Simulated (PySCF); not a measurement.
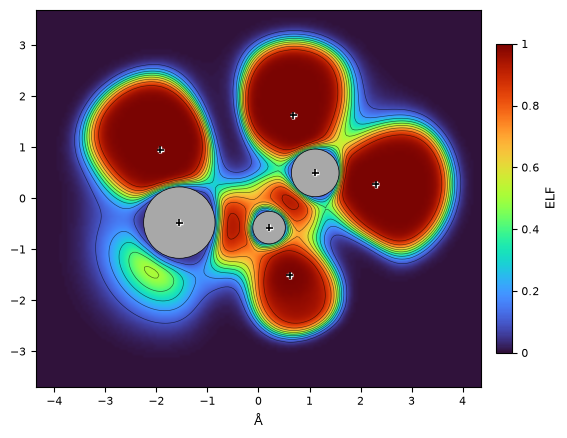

The ELF on a plane through atoms (crosses mark nuclei in the plane; grey discs cover the cores).

Method: PBE0/pcSseg-1, SCF density, gas phase, non-relativistic in PySCF.

Candidates:
A. C$_{4}$H$_{11}$FOSi (SMILES CO[SiH2]C(C)(C)F)
B. C$_{4}$H$_{5}$N$_{3}$ (SMILES C=Cc1cnn[nH]1)
C. BH$_{6}$NSi (SMILES BN[SiH3])

**Which candidate gave the map?**

Candidate C: BH$_{6}$NSi on the plane of atoms B1, N2 and Si3, which holds B, N, Si and H. B–N (1.40 Å): the ELF peaks at about 0.90 between the atoms; a polar covalent bond. Si–N (1.76 Å): the ELF peaks at about 0.95 between the atoms: a polar covalent bond.
